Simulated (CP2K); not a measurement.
Band structure of Rb3Ba (Fm-3m, 4 atoms in the cell).

```
CELL_PARAMETERS angstrom
      7.72527     0.00000     0.00000
      3.86264     6.69028     0.00000
      3.86264     2.23009     6.30766
ATOMIC_POSITIONS crystal
  Rb 0.25000 0.25000 0.25000
  Rb 0.75000 0.75000 0.75000
  Rb 0.50000 0.50000 0.50000
  Ba 0.00000 0.00000 0.00000
```

Computed with CP2K 2026.2 with PBEsol, GPW, DZVP-MOLOPT-PBE-GTH basis, GTH-PBE potentials (POTENTIAL_UZH).

Settings: CUTOFF = 500 Ry; REL_CUTOFF = 60 Ry; SMEAR/METHOD = FERMI_DIRAC; ELECTRONIC_TEMPERATURE = 580.23 K; KPOINTS/SCHEME = MONKHORST-PACK 4 4 4; GAMMA_CENTERED = T; XC_FUNCTIONAL = PBE:PBESOL; Rb/BASIS_SET = DZVP-MOLOPT-PBE-GTH-q9; Rb/POTENTIAL = GTH-PBE-q9; Ba/BASIS_SET = DZVP-MOLOPT-PBE-GTH-q10; Ba/POTENTIAL = GTH-PBE-q10; METHOD = GPW; EPS_DEFAULT = 1e-10; EXTRAPOLATION = USE_GUESS.

The starting cell comes from a database of computed structures (which also holds hypothetical and non-ambient phases and stackings), without a prior relaxation at this level. Its lattice was rescaled by a random factor within 2.5 % of one. Values carry the incompleteness of an atom-centred basis. The potentials were made for another functional than the one used.

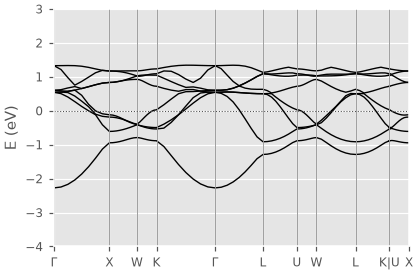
*Bands along the path, energies from the Fermi level.*

Levels in eV from the Fermi level, bands 16 to 21:
| point | 16 | 17 | 18 | 19 | 20 | 21 |
|---|---|---|---|---|---|---|
| Γ | -12.43 | -2.28 | 0.54 | 0.54 | 0.54 | 0.60 |
| X | -12.43 | -0.95 | -0.61 | -0.19 | -0.12 | 0.83 |
| W | -12.44 | -0.79 | -0.41 | -0.41 | -0.39 | 0.92 |
| K | -12.43 | -0.89 | -0.54 | -0.50 | 0.03 | 0.72 |
| L | -12.43 | -1.29 | -0.92 | 0.50 | 0.50 | 0.63 |
| U | -12.43 | -0.89 | -0.54 | -0.50 | 0.03 | 0.72 |

Bands cross the Fermi level along this path, so the cell is metallic at this level.

Higher empty bands are left out: an atom-centred basis made for the valence describes them poorly.
